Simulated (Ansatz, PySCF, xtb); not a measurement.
Breaking the Ge1–H3 bond in GeH4Se (SMILES [GeH3][SeH]) (multiplicity 1 held, fragments rigid). Energies count from the point at 1.537 Å.
Geometry at that point (charge 0, multiplicity 1):
```json
[
 {"atom": "Ge", "x (Å)": "-1.0910", "y (Å)": "0.3986", "z (Å)": "0.1388"},
 {"atom": "Se", "x (Å)": "1.1127", "y (Å)": "-0.4468", "z (Å)": "-0.1569"},
 {"atom": "H", "x (Å)": "-1.3102", "y (Å)": "1.6431", "z (Å)": "-0.7359"},
 {"atom": "H", "x (Å)": "-2.0123", "y (Å)": "-0.7439", "z (Å)": "-0.3094"},
 {"atom": "H", "x (Å)": "-1.3395", "y (Å)": "0.7445", "z (Å)": "1.6154"},
 {"atom": "H", "x (Å)": "1.7428", "y (Å)": "0.7929", "z (Å)": "0.3247"}
]
```

Restricted levels (R-, RO-) in cc, def2 and unpolarised 6-31G sets keep to the state of the molecule at rest. U- levels take the lowest unrestricted solution at each point, which mixes spins at long bonds. Active spaces are followed from a long bond inwards. Left out are points that failed, MP2 points in a non-variational dive below the minimum, coupled-cluster points behind a sign of a changed root (a jump of the amplitudes, or a one-step jump against full CI or MRCI), small-basis points behind a change of solution, and semi-empirical points at long bonds. Levels need not reach the same state.

Cores are frozen in the correlated methods. Filled d and f shells under p-block atoms count as core. Rows in 3-21G, LANL2DZ carry no dispersion term and start afresh at each structure; the Pople sets are all-electron and without relativity. LANL2DZ brings its own core potentials from Na on.

The values were computed with Ansatz (Gaussian orbitals); PySCF for 3-21G rows, LANL2DZ rows; xtb for the GFN methods. Values without a source in brackets are computed. The GFN methods have no spin term and hold the electronic entropy of 300 K.

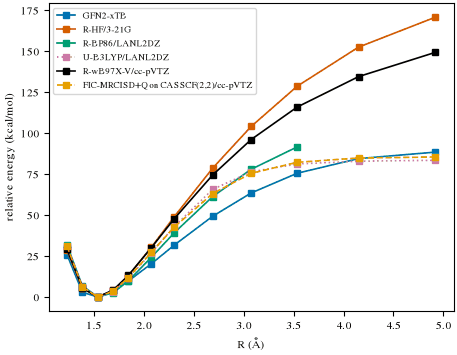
Figure. Relative energy along the coordinate

Read off the GFN2-xTB curve at R = 3.074.

about 63 kcal/mol

Doubts at one or more of the structures used: a restricted determinant that unrestricted orbitals would lower (R-HF/3-21G, R-wB97X-V/cc-pVTZ); a spin-contaminated determinant (U-B3LYP/LANL2DZ).

Ansatz is a first-principles code.
